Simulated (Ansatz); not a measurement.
**PH₄ (doublet): wB97M-V, B2PLYP, RPA-PBE over vertical spin and charge gaps and displaced geometries, 6-31G**

How well do these functionals follow the top wave-function level for PH₄ (doublet) over vertical spin and charge gaps and displaced geometries?

Method: 6-31G, all electrons in the functionals, frozen cores in the correlation of double hybrids and RPA; program: Ansatz 0.2.0, Gaussian basis.

The runs, in order: wB97M-V, B2PLYP, RPA-PBE, at charge 0, doublet; charge 0, quartet; charge 1, singlet; charge 1, triplet; displaced geometry v1; displaced geometry v2.

22 further runs of the same task are left out: 9 that didn't finish, 13 set aside as unsound or not needed.

## 1. What is computed

The geometry is a PBE0/def2-TZVP stationary point (not a proven minimum).

5 atoms, charge 0, spin multiplicity 2.

Atoms are counted from 1 here; the program's logs count them from 0.

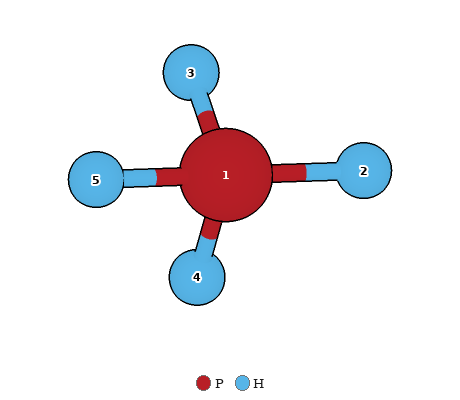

The structure; phosphorus red, hydrogen blue; atoms are numbered from 1 in the order of the file.

No dispersion term is added; wB97M-V holds VV10 nonlocal correlation.

The geometry shown and the zero of energy belong to the point charge 0, doublet. The yardstick, FCI, and other wave-function levels (R restricted, U unrestricted, valence and pair active spaces) come from earlier runs.

## 2. wB97M-V, charge 0, doublet

in.yaml

```yaml
crystal:
  periodic: [false, false, false]
  atoms:
    - {symbol: P, position_ang: [0.045627, 0.000000, 0.000000]}
    - {symbol: H, position_ang: [0.161577, 0.000000, -1.514668]}
    - {symbol: H, position_ang: [-0.862630, 1.078238, 0.000000]}
    - {symbol: H, position_ang: [-0.862630, -1.078238, 0.000000]}
    - {symbol: H, position_ang: [0.161577, 0.000000, 1.514668]}
basis:
  gaussian: {orbitals: 6-31G}
magnetization: {spin_polarized: true, initial_magnetization: 1}
hamiltonian: {xc: {name: wB97M-V}}
output: {orbitals: {seedname: orbitals}}
```

Started as:

```sh
$ ansatz run in.yaml --threads 1 --pin off --events-out ev --progress --plain --max-ram 2393MiB
```

The program printed, cut to the lines that bear on the results:

```text
Functional definition: wB97M-V
  name "wB97M-V"
  cite "Mardirossian & Head-Gordon, J. Chem. Phys. 144, 214110 (2016) doi:10.1063/1.4952647"
  cite "Becke, J. Chem. Phys. 107, 8554 (1997) doi:10.1063/1.475007"
  cite "Vydrov & Van Voorhis, J. Chem. Phys. 133, 244103 (2010) doi:10.1063/1.3521275"
  # Of w^i u^j: cxij and so on, Table III.
[...]
  gx(w, u) = 1 - cx + cx01*u + cx10*w
  gss(w, u) = css00 + css04*u^4 + css10*w + css20*w^2 + css43*w^4*u^3
  gos(w, u) = cos00 + cos10*w + (cos20 + cos21*u)*w^2 + (cos60 + cos61*u)*w^6
[...]
      + integral(e_c_pw_mod_opposite_spin*gos(b97_w_opposite, b97_u_opposite)) + vv10(b, c)
268 factors; integrals over basis functions are off by at most 2.5e-4 eV
106 factors; integrals over basis functions are off by at most 3.7e-6 eV
[...]
mean field -9347.97952320 eV, -343.5319111897 hartree, gradient 1.0e-5 eV, S^2 0.756760; 0 other end points of the search recorded, 0 dependent functions left out
reference -9347.97954984 eV, -343.5319121686 hartree; 10, 9 occupied and 11, 12 virtual orbitals, 268 factors
Total energy: -9347.97954984 eV, -343.5319121686 hartree
```

It took 2.9 s on 1 thread of Arm Neoverse V1, shared host.

From the report: ⟨S²⟩ of the determinant 0.757 (pure doublet: 0.75).

## 3. wB97M-V, charge 0, quartet

in.yaml: that of step 2 with these lines changed.

```diff
@@ -10,3 +10,3 @@
   gaussian: {orbitals: 6-31G}
-magnetization: {spin_polarized: true, initial_magnetization: 1}
+magnetization: {spin_polarized: true, initial_magnetization: 3}
 hamiltonian: {xc: {name: wB97M-V}}
```

Launched as before.

The program printed, cut to the lines that bear on the results:

```text
Functional definition: wB97M-V
  name "wB97M-V"
  cite "Mardirossian & Head-Gordon, J. Chem. Phys. 144, 214110 (2016) doi:10.1063/1.4952647"
  cite "Becke, J. Chem. Phys. 107, 8554 (1997) doi:10.1063/1.475007"
  cite "Vydrov & Van Voorhis, J. Chem. Phys. 133, 244103 (2010) doi:10.1063/1.3521275"
  # Of w^i u^j: cxij and so on, Table III.
[...]
  gx(w, u) = 1 - cx + cx01*u + cx10*w
  gss(w, u) = css00 + css04*u^4 + css10*w + css20*w^2 + css43*w^4*u^3
  gos(w, u) = cos00 + cos10*w + (cos20 + cos21*u)*w^2 + (cos60 + cos61*u)*w^6
[...]
      + integral(e_c_pw_mod_opposite_spin*gos(b97_w_opposite, b97_u_opposite)) + vv10(b, c)
268 factors; integrals over basis functions are off by at most 2.5e-4 eV
106 factors; integrals over basis functions are off by at most 3.7e-6 eV
[...]
a density is far from that of the atoms, so the factors are made again for it
287 factors; integrals over basis functions are off by at most 1.9e-5 eV
107 factors; integrals over basis functions are off by at most 2.9e-6 eV
mean field -9339.72323484 eV, -343.2284981884 hartree, gradient 8.2e-6 eV, S^2 3.759432; 0 other end points of the search recorded, 0 dependent functions left out
reference -9339.72326214 eV, -343.2284991919 hartree; 11, 8 occupied and 10, 13 virtual orbitals, 287 factors
Total energy: -9339.72326214 eV, -343.2284991919 hartree
```

Run time: 6.5 s. Hardware: 1 thread of Arm Neoverse V1, shared host.

From the report: ⟨S²⟩ of the determinant 3.759 (pure quartet: 3.75).

From charge 0, doublet: +796.6 kJ/mol.

## 4. wB97M-V, charge 1, singlet

in.yaml: that of step 3 with these lines changed.

```diff
@@ -10,4 +10,4 @@
   gaussian: {orbitals: 6-31G}
-magnetization: {spin_polarized: true, initial_magnetization: 3}
+total_charge: 1
 hamiltonian: {xc: {name: wB97M-V}}
-output: {orbitals: {seedname: orbitals}}
+output: {forces: true, orbitals: {seedname: orbitals}}
```

Launched as before.

The program printed, cut to the lines that bear on the results:

```text
Functional definition: wB97M-V
  name "wB97M-V"
  cite "Mardirossian & Head-Gordon, J. Chem. Phys. 144, 214110 (2016) doi:10.1063/1.4952647"
  cite "Becke, J. Chem. Phys. 107, 8554 (1997) doi:10.1063/1.475007"
  cite "Vydrov & Van Voorhis, J. Chem. Phys. 133, 244103 (2010) doi:10.1063/1.3521275"
  # Of w^i u^j: cxij and so on, Table III.
[...]
  gx(w, u) = 1 - cx + cx01*u + cx10*w
  gss(w, u) = css00 + css04*u^4 + css10*w + css20*w^2 + css43*w^4*u^3
  gos(w, u) = cos00 + cos10*w + (cos20 + cos21*u)*w^2 + (cos60 + cos61*u)*w^6
[...]
      + integral(e_c_pw_mod_opposite_spin*gos(b97_w_opposite, b97_u_opposite)) + vv10(b, c)
268 factors; integrals over basis functions are off by at most 2.5e-4 eV
106 factors; integrals over basis functions are off by at most 3.7e-6 eV
[...]
mean field -9340.87436331 eV, -343.2708013796 hartree, gradient 4.8e-5 eV, S^2 0.000000; 0 other end points of the search recorded, 0 dependent functions left out
[...]
reference -9340.87439032 eV, -343.2708023720 hartree; 9, 9 occupied and 12, 12 virtual orbitals, 268 factors
Total energy: -9340.87439032 eV, -343.2708023720 hartree
Atom 0 at     0.045627     0.000000     0.000000 Å, force    -2.807840     0.000000    -0.000000 eV/Å
Atom 1 at     0.161577     0.000000    -1.514668 Å, force     1.760347    -0.000000     1.594931 eV/Å
Atom 2 at    -0.862630     1.078238     0.000000 Å, force    -0.356427     0.207163     0.000000 eV/Å
Atom 3 at    -0.862630    -1.078238     0.000000 Å, force    -0.356427    -0.207163    -0.000000 eV/Å
Atom 4 at     0.161577     0.000000     1.514668 Å, force     1.760347     0.000000    -1.594931 eV/Å
Dipole moment:    -0.033889    -0.000000    -0.000000 e Å
```

It took 1.9 s on 1 thread of Arm Neoverse V1, shared host.

From charge 0, doublet: +685.5 kJ/mol.

## 5. wB97M-V, charge 1, triplet

in.yaml: that of step 4 with these lines changed.

```diff
@@ -11,2 +11,3 @@
 total_charge: 1
+magnetization: {spin_polarized: true, initial_magnetization: 2}
 hamiltonian: {xc: {name: wB97M-V}}
```

Same command.

The program printed, cut to the lines that bear on the results:

```text
Functional definition: wB97M-V
  name "wB97M-V"
  cite "Mardirossian & Head-Gordon, J. Chem. Phys. 144, 214110 (2016) doi:10.1063/1.4952647"
  cite "Becke, J. Chem. Phys. 107, 8554 (1997) doi:10.1063/1.475007"
  cite "Vydrov & Van Voorhis, J. Chem. Phys. 133, 244103 (2010) doi:10.1063/1.3521275"
  # Of w^i u^j: cxij and so on, Table III.
[...]
  gx(w, u) = 1 - cx + cx01*u + cx10*w
  gss(w, u) = css00 + css04*u^4 + css10*w + css20*w^2 + css43*w^4*u^3
  gos(w, u) = cos00 + cos10*w + (cos20 + cos21*u)*w^2 + (cos60 + cos61*u)*w^6
[...]
      + integral(e_c_pw_mod_opposite_spin*gos(b97_w_opposite, b97_u_opposite)) + vv10(b, c)
268 factors; integrals over basis functions are off by at most 2.5e-4 eV
106 factors; integrals over basis functions are off by at most 3.7e-6 eV
[...]
mean field -9335.88772408 eV, -343.0875457680 hartree, gradient 4.0e-5 eV, S^2 2.010616; 0 other end points of the search recorded, 0 dependent functions left out
[...]
reference -9335.88775054 eV, -343.0875467404 hartree; 10, 8 occupied and 11, 13 virtual orbitals, 268 factors
Total energy: -9335.88775054 eV, -343.0875467404 hartree
Atom 0 at     0.045627     0.000000     0.000000 Å, force     1.006959     0.000000    -0.000000 eV/Å
Atom 1 at     0.161577     0.000000    -1.514668 Å, force    -1.024033    -0.000000    -1.766997 eV/Å
Atom 2 at    -0.862630     1.078238     0.000000 Å, force     0.520553     1.785353     0.000000 eV/Å
Atom 3 at    -0.862630    -1.078238     0.000000 Å, force     0.520553    -1.785353    -0.000000 eV/Å
Atom 4 at     0.161577     0.000000     1.514668 Å, force    -1.024033     0.000000     1.766997 eV/Å
Dipole moment:    -0.193588    -0.000000    -0.000000 e Å
```

Wall time 3.6 s (1 thread of Arm Neoverse V1, shared host).

From the report: ⟨S²⟩ of the determinant 2.011 (pure triplet: 2.00).

From charge 0, doublet: +1166.7 kJ/mol.

## 6. wB97M-V, displaced geometry v1

in.yaml

```yaml
crystal:
  periodic: [false, false, false]
  atoms:
    - {symbol: P, position_ang: [0.048719, -0.000113, 0.004732]}
    - {symbol: H, position_ang: [0.163836, -0.016255, -1.521089]}
    - {symbol: H, position_ang: [-0.812407, 1.121293, -0.049034]}
    - {symbol: H, position_ang: [-0.915184, -1.097997, -0.019232]}
    - {symbol: H, position_ang: [0.066638, -0.003580, 1.443947]}
basis:
  gaussian: {orbitals: 6-31G}
magnetization: {spin_polarized: true, initial_magnetization: 1}
hamiltonian: {xc: {name: wB97M-V}}
output: {forces: true, orbitals: {seedname: orbitals}}
```

Launched as before.

The program printed, cut to the lines that bear on the results:

```text
Functional definition: wB97M-V
  name "wB97M-V"
  cite "Mardirossian & Head-Gordon, J. Chem. Phys. 144, 214110 (2016) doi:10.1063/1.4952647"
  cite "Becke, J. Chem. Phys. 107, 8554 (1997) doi:10.1063/1.475007"
  cite "Vydrov & Van Voorhis, J. Chem. Phys. 133, 244103 (2010) doi:10.1063/1.3521275"
  # Of w^i u^j: cxij and so on, Table III.
[...]
  gx(w, u) = 1 - cx + cx01*u + cx10*w
  gss(w, u) = css00 + css04*u^4 + css10*w + css20*w^2 + css43*w^4*u^3
  gos(w, u) = cos00 + cos10*w + (cos20 + cos21*u)*w^2 + (cos60 + cos61*u)*w^6
[...]
      + integral(e_c_pw_mod_opposite_spin*gos(b97_w_opposite, b97_u_opposite)) + vv10(b, c)
268 factors; integrals over basis functions are off by at most 2.5e-4 eV
106 factors; integrals over basis functions are off by at most 3.8e-6 eV
[...]
mean field -9347.88478148 eV, -343.5284294953 hartree, gradient 3.3e-5 eV, S^2 0.755947; 0 other end points of the search recorded, 0 dependent functions left out
[...]
reference -9347.88480796 eV, -343.5284304688 hartree; 10, 9 occupied and 11, 12 virtual orbitals, 268 factors
Total energy: -9347.88480796 eV, -343.5284304688 hartree
Atom 0 at     0.048719    -0.000113     0.004732 Å, force    -0.375084    -0.658629    -0.805596 eV/Å
Atom 1 at     0.163836    -0.016255    -1.521089 Å, force     0.170491    -0.050830    -0.889767 eV/Å
Atom 2 at    -0.812407     1.121293    -0.049034 Å, force    -0.264710     0.302354     0.007882 eV/Å
Atom 3 at    -0.915184    -1.097997    -0.019232 Å, force     0.307113     0.385425    -0.060228 eV/Å
Atom 4 at     0.066638    -0.003580     1.443947 Å, force     0.162189     0.021680     1.747709 eV/Å
Dipole moment:    -0.192556     0.017778     0.055131 e Å
```

Run time: 3.6 s. Hardware: 1 thread of Arm Neoverse V1, shared host.

From the report: ⟨S²⟩ of the determinant 0.756 (pure doublet: 0.75).

From charge 0, doublet: +9.1 kJ/mol.

## 7. wB97M-V, displaced geometry v2

in.yaml

```yaml
crystal:
  periodic: [false, false, false]
  atoms:
    - {symbol: P, position_ang: [0.056179, 0.005570, 0.001285]}
    - {symbol: H, position_ang: [0.007255, 0.013944, -1.501789]}
    - {symbol: H, position_ang: [-0.940332, 1.059758, 0.004698]}
    - {symbol: H, position_ang: [-0.857223, -1.151987, 0.022912]}
    - {symbol: H, position_ang: [0.063925, -0.092883, 1.434697]}
basis:
  gaussian: {orbitals: 6-31G}
magnetization: {spin_polarized: true, initial_magnetization: 1}
hamiltonian: {xc: {name: wB97M-V}}
output: {orbitals: {seedname: orbitals}}
```

The command is unchanged.

The program printed, cut to the lines that bear on the results:

```text
Functional definition: wB97M-V
  name "wB97M-V"
  cite "Mardirossian & Head-Gordon, J. Chem. Phys. 144, 214110 (2016) doi:10.1063/1.4952647"
  cite "Becke, J. Chem. Phys. 107, 8554 (1997) doi:10.1063/1.475007"
  cite "Vydrov & Van Voorhis, J. Chem. Phys. 133, 244103 (2010) doi:10.1063/1.3521275"
  # Of w^i u^j: cxij and so on, Table III.
[...]
  gx(w, u) = 1 - cx + cx01*u + cx10*w
  gss(w, u) = css00 + css04*u^4 + css10*w + css20*w^2 + css43*w^4*u^3
  gos(w, u) = cos00 + cos10*w + (cos20 + cos21*u)*w^2 + (cos60 + cos61*u)*w^6
[...]
      + integral(e_c_pw_mod_opposite_spin*gos(b97_w_opposite, b97_u_opposite)) + vv10(b, c)
268 factors; integrals over basis functions are off by at most 2.5e-4 eV
106 factors; integrals over basis functions are off by at most 4.3e-6 eV
[...]
mean field -9347.79082689 eV, -343.5249767280 hartree, gradient 3.3e-5 eV, S^2 0.756059; 0 other end points of the search recorded, 0 dependent functions left out
reference -9347.79085326 eV, -343.5249776970 hartree; 10, 9 occupied and 11, 12 virtual orbitals, 268 factors
Total energy: -9347.79085326 eV, -343.5249776970 hartree
```

Wall time 3.2 s (1 thread of Arm Neoverse V1, shared host).

From the report: ⟨S²⟩ of the determinant 0.756 (pure doublet: 0.75).

From charge 0, doublet: +18.2 kJ/mol.

## 8. B2PLYP, charge 0, doublet

in.yaml

```yaml
crystal:
  periodic: [false, false, false]
  atoms:
    - {symbol: P, position_ang: [0.045627, 0.000000, 0.000000]}
    - {symbol: H, position_ang: [0.161577, 0.000000, -1.514668]}
    - {symbol: H, position_ang: [-0.862630, 1.078238, 0.000000]}
    - {symbol: H, position_ang: [-0.862630, -1.078238, 0.000000]}
    - {symbol: H, position_ang: [0.161577, 0.000000, 1.514668]}
basis:
  gaussian: {orbitals: 6-31G}
magnetization: {spin_polarized: true, initial_magnetization: 1}
hamiltonian: {xc: {name: B2PLYP}}
correlation: {electrons: outside_noble_gas}
```

Same command.

The program printed, cut to the lines that bear on the results:

```text
Functional definition: B2PLYP
  name "B2PLYP"
  cite "Grimme, J. Chem. Phys. 124, 034108 (2006) doi:10.1063/1.2148954"
  cite "Becke, Phys. Rev. A 38, 3098 (1988) doi:10.1103/PhysRevA.38.3098"
  cite "Lee, Yang & Parr, Phys. Rev. B 37, 785 (1988) doi:10.1103/PhysRevB.37.785"
[...]
268 factors; integrals over basis functions are off by at most 2.5e-4 eV
[...]
mean field -9343.75887134 eV, -343.3768050946 hartree, gradient 2.3e-6 eV, S^2 0.765323; 0 other end points of the search recorded, 0 dependent functions left out
5 core orbitals not correlated: weight in the atoms' cores, before any rotation towards them, 1.000 or more for the frozen orbitals, at most 0.000 for the correlated occupied ones
reference -9343.75898696 eV, -343.3768093435 hartree; 5, 4 occupied and 11, 12 virtual orbitals, 268 factors
second order -2.36243569 eV of doubles, -0.00000000 eV of singles
Total energy: -9344.39684460 eV, -343.4002501793 hartree
```

It took 0.63 s on 1 thread of Arm Neoverse V1, shared host.

From the report: ⟨S²⟩ of the determinant 0.765 (pure doublet: 0.75).

## 9. B2PLYP, charge 0, quartet

in.yaml: that of step 8 with these lines changed.

```diff
@@ -10,3 +10,3 @@
   gaussian: {orbitals: 6-31G}
-magnetization: {spin_polarized: true, initial_magnetization: 1}
+magnetization: {spin_polarized: true, initial_magnetization: 3}
 hamiltonian: {xc: {name: B2PLYP}}
```

Launched as before.

The program printed, cut to the lines that bear on the results:

```text
Functional definition: B2PLYP
  name "B2PLYP"
  cite "Grimme, J. Chem. Phys. 124, 034108 (2006) doi:10.1063/1.2148954"
  cite "Becke, Phys. Rev. A 38, 3098 (1988) doi:10.1103/PhysRevA.38.3098"
  cite "Lee, Yang & Parr, Phys. Rev. B 37, 785 (1988) doi:10.1103/PhysRevB.37.785"
[...]
268 factors; integrals over basis functions are off by at most 2.5e-4 eV
[...]
a density is far from that of the atoms, so the factors are made again for it
288 factors; integrals over basis functions are off by at most 1.9e-5 eV
[...]
mean field -9335.77021998 eV, -343.0832275719 hartree, gradient 9.7e-7 eV, S^2 3.771179; 3 other end points of the search recorded, 0 dependent functions left out
5 core orbitals not correlated: weight in the atoms' cores, before any rotation towards them, 1.000 or more for the frozen orbitals, at most 0.000 for the correlated occupied ones
reference -9335.77033924 eV, -343.0832319547 hartree; 6, 3 occupied and 10, 13 virtual orbitals, 288 factors
second order -2.10145059 eV of doubles, -0.00000000 eV of singles
Total energy: -9336.33773090 eV, -343.1040832135 hartree
```

It took 1.5 s on 1 thread of Arm Neoverse V1, shared host.

From the report: ⟨S²⟩ of the determinant 3.771 (pure quartet: 3.75).

From charge 0, doublet: +777.6 kJ/mol.

## 10. B2PLYP, charge 1, singlet

in.yaml: that of step 9 with these lines changed.

```diff
@@ -10,3 +10,3 @@
   gaussian: {orbitals: 6-31G}
-magnetization: {spin_polarized: true, initial_magnetization: 3}
+total_charge: 1
 hamiltonian: {xc: {name: B2PLYP}}
```

Launched as before.

The program printed, cut to the lines that bear on the results:

```text
Functional definition: B2PLYP
  name "B2PLYP"
  cite "Grimme, J. Chem. Phys. 124, 034108 (2006) doi:10.1063/1.2148954"
  cite "Becke, Phys. Rev. A 38, 3098 (1988) doi:10.1103/PhysRevA.38.3098"
  cite "Lee, Yang & Parr, Phys. Rev. B 37, 785 (1988) doi:10.1103/PhysRevB.37.785"
[...]
268 factors; integrals over basis functions are off by at most 2.5e-4 eV
[...]
mean field -9336.58173203 eV, -343.1130500898 hartree, gradient 5.0e-6 eV, S^2 0.000000; 0 other end points of the search recorded, 0 dependent functions left out
5 core orbitals not correlated: weight in the atoms' cores, before any rotation towards them, 1.000 or more for the frozen orbitals, at most 0.000 for the correlated occupied ones
reference -9336.58184218 eV, -343.1130541375 hartree; 4, 4 occupied and 12, 12 virtual orbitals, 268 factors
second order -2.62393541 eV of doubles, -0.00000000 eV of singles
Total energy: -9337.29030474 eV, -343.1390896564 hartree
```

It took 0.48 s on 1 thread of Arm Neoverse V1, shared host.

From charge 0, doublet: +685.7 kJ/mol.

## 11. B2PLYP, charge 1, triplet

in.yaml: that of step 10 with these lines changed.

```diff
@@ -11,2 +11,3 @@
 total_charge: 1
+magnetization: {spin_polarized: true, initial_magnetization: 2}
 hamiltonian: {xc: {name: B2PLYP}}
```

Same command.

The program printed, cut to the lines that bear on the results:

```text
Functional definition: B2PLYP
  name "B2PLYP"
  cite "Grimme, J. Chem. Phys. 124, 034108 (2006) doi:10.1063/1.2148954"
  cite "Becke, Phys. Rev. A 38, 3098 (1988) doi:10.1103/PhysRevA.38.3098"
  cite "Lee, Yang & Parr, Phys. Rev. B 37, 785 (1988) doi:10.1103/PhysRevB.37.785"
[...]
268 factors; integrals over basis functions are off by at most 2.5e-4 eV
[...]
mean field -9331.96538737 eV, -342.9434025524 hartree, gradient 5.4e-6 eV, S^2 2.023440; 0 other end points of the search recorded, 0 dependent functions left out
5 core orbitals not correlated: weight in the atoms' cores, before any rotation towards them, 1.000 or more for the frozen orbitals, at most 0.000 for the correlated occupied ones
reference -9331.96550281 eV, -342.9434067949 hartree; 5, 3 occupied and 11, 13 virtual orbitals, 268 factors
second order -2.07694689 eV of doubles, -0.00000000 eV of singles
Total energy: -9332.52627847 eV, -342.9640149203 hartree
```

It took 0.6 s on 1 thread of Arm Neoverse V1, shared host.

From the report: ⟨S²⟩ of the determinant 2.023 (pure triplet: 2.00).

From charge 0, doublet: +1145.3 kJ/mol.

## 12. B2PLYP, displaced geometry v1

in.yaml

```yaml
crystal:
  periodic: [false, false, false]
  atoms:
    - {symbol: P, position_ang: [0.048719, -0.000113, 0.004732]}
    - {symbol: H, position_ang: [0.163836, -0.016255, -1.521089]}
    - {symbol: H, position_ang: [-0.812407, 1.121293, -0.049034]}
    - {symbol: H, position_ang: [-0.915184, -1.097997, -0.019232]}
    - {symbol: H, position_ang: [0.066638, -0.003580, 1.443947]}
basis:
  gaussian: {orbitals: 6-31G}
magnetization: {spin_polarized: true, initial_magnetization: 1}
hamiltonian: {xc: {name: B2PLYP}}
correlation: {electrons: outside_noble_gas}
```

Launched as before.

The program printed, cut to the lines that bear on the results:

```text
Functional definition: B2PLYP
  name "B2PLYP"
  cite "Grimme, J. Chem. Phys. 124, 034108 (2006) doi:10.1063/1.2148954"
  cite "Becke, Phys. Rev. A 38, 3098 (1988) doi:10.1103/PhysRevA.38.3098"
  cite "Lee, Yang & Parr, Phys. Rev. B 37, 785 (1988) doi:10.1103/PhysRevB.37.785"
[...]
268 factors; integrals over basis functions are off by at most 2.5e-4 eV
[...]
mean field -9343.65562620 eV, -343.3730109055 hartree, gradient 9.3e-6 eV, S^2 0.763665; 0 other end points of the search recorded, 0 dependent functions left out
5 core orbitals not correlated: weight in the atoms' cores, before any rotation towards them, 1.000 or more for the frozen orbitals, at most 0.000 for the correlated occupied ones
reference -9343.65574268 eV, -343.3730151860 hartree; 5, 4 occupied and 11, 12 virtual orbitals, 268 factors
second order -2.37491911 eV of doubles, -0.00000000 eV of singles
Total energy: -9344.29697083 eV, -343.3965798862 hartree
```

It took 0.6 s on 1 thread of Arm Neoverse V1, shared host.

From the report: ⟨S²⟩ of the determinant 0.764 (pure doublet: 0.75).

From charge 0, doublet: +9.6 kJ/mol.

(Part 1 of 2 ends here.)
